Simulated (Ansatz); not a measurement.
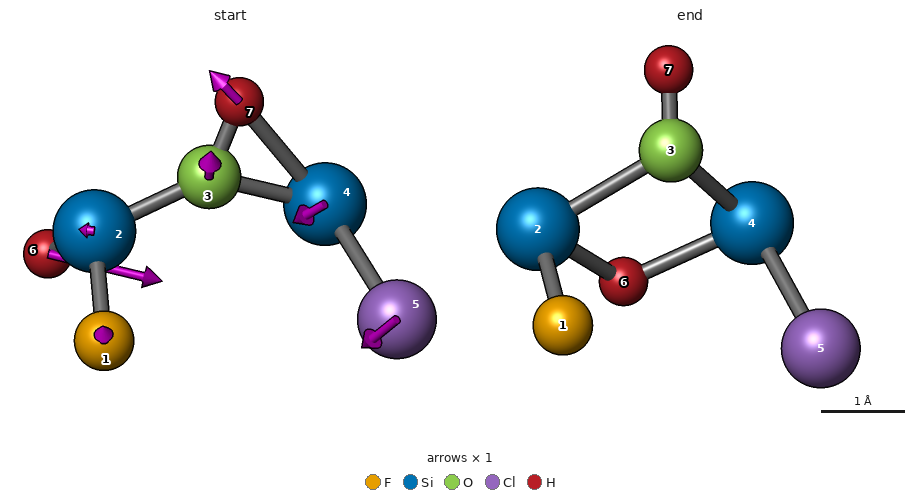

The structure of Si2H2OClF before (left) and after (right) a relaxation, at one scale. The purple arrows give the displacements, at their true length.

Style: ball-and-stick. Shown at a tilt.

The run prepares an end point of a later path (hydrogen shift) calculation, from a guessed geometry.

All numbers below come from UKS PBE-D4/def2-SVP (Ansatz 0.2.0). Set-up: collinear spin; force threshold 0.02 eV/Å; at most 50 steps.

### Summarise the run.

The energy falls by 4.617 eV in 17 accepted moves (18 points after the start). The largest force component goes from 8.6 to 0.0055 eV/Å. The line search rejected the trial step at point 13 of the run. The largest move after the best rigid fit is that of H6, 1.44 Å. By element the largest moves are H 1.44 Å, Cl 0.73 Å, Si 0.58 Å, O 0.48 Å, F 0.30 Å. Among the contacts that change: Si4–H6 3.459 → 1.718 Å, Si4–H7 1.807 → 2.507 Å, Si2–O3 1.541 → 1.893 Å, O3–Si4 1.592 → 1.908 Å. New bonds form, among them: Si4–H6 (3.46 → 1.72 Å). Among the angles between lasting bonds that change: Si2–O3–Si4 137.6° → 95.7°, O3–Si2–H6 110.4° → 77.6°, Si4–O3–H7 85.5° → 117.0°. Cost: 49 s on 2 threads of Intel(R) Xeon(R) Platinum 8488C (Sapphire Rapids), on a shared host, peak memory 0.22 GiB.
